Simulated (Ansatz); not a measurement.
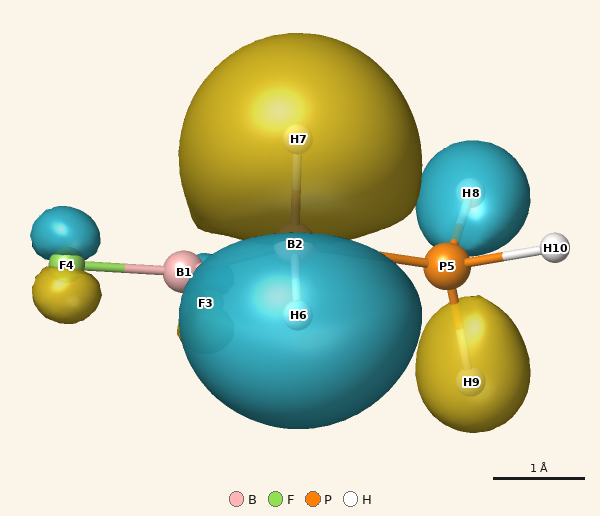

The picture shows: B2F2H5P. The HOMO−1 at ±0.08 Å⁻³ᐟ² (yellow and cyan are the two phases), seen from one side.

Geometry: B3LYP-D3(BJ)/def2-SVP.

Theory: Ansatz, isolated molecule in a Gaussian basis; Kohn-Sham density functional theory, functional PBE0.

```yaml
atoms:
  - { symbol: B, position_ang: [0.1283, -0.2158, -0.8324] }
  - { symbol: B, position_ang: [-0.8846, 0.0292, 0.5088] }
  - { symbol: F, position_ang: [0.6030, 0.7895, -1.5915] }
  - { symbol: F, position_ang: [0.5304, -1.4166, -1.2366] }
  - { symbol: P, position_ang: [-1.1664, 1.9366, 0.6732] }
  - { symbol: H, position_ang: [-0.3834, -0.2940, 1.5733] }
  - { symbol: H, position_ang: [-2.0069, -0.4297, 0.3709] }
  - { symbol: H, position_ang: [-1.7613, 2.6022, -0.4250] }
  - { symbol: H, position_ang: [-0.0227, 2.7480, 0.8649] }
  - { symbol: H, position_ang: [-1.9876, 2.4065, 1.7271] }
```

Q: Describe this orbital and give its energy.

A: Its weight (Hirshfeld) is mainly on B2 (about 35 %), H6 (about 25 %) and H7 (about 25 %). Its energy is −9.07 eV.
